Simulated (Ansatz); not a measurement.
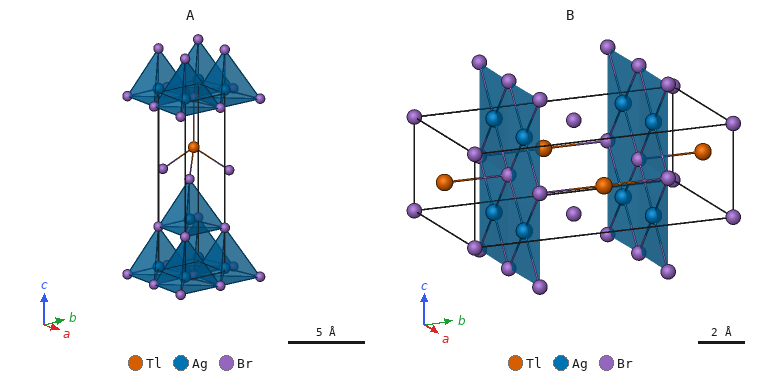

Two structures of TlAg$_{2}$Br$_{3}$, each relaxed to rest (conventional cells in solid outline, small ones repeated, not to one scale). Method: DFT, PBEsol, plane waves, PAW (Ansatz), without spin polarisation.

**Give the type and space group of each.**

A: 6 atoms a cell on a primitive hexagonal lattice, P3m1. B: 12 atoms a cell on a base-centred orthorhombic lattice, Cmmm.

**Which of the two does the method prefer?**

A is lower, by 205 meV/atom at this level of theory (energies at zero smearing). Volumes: A 33.5, B 29.9 Å³/atom.

One or both may be structure types tried for this composition rather than known phases.
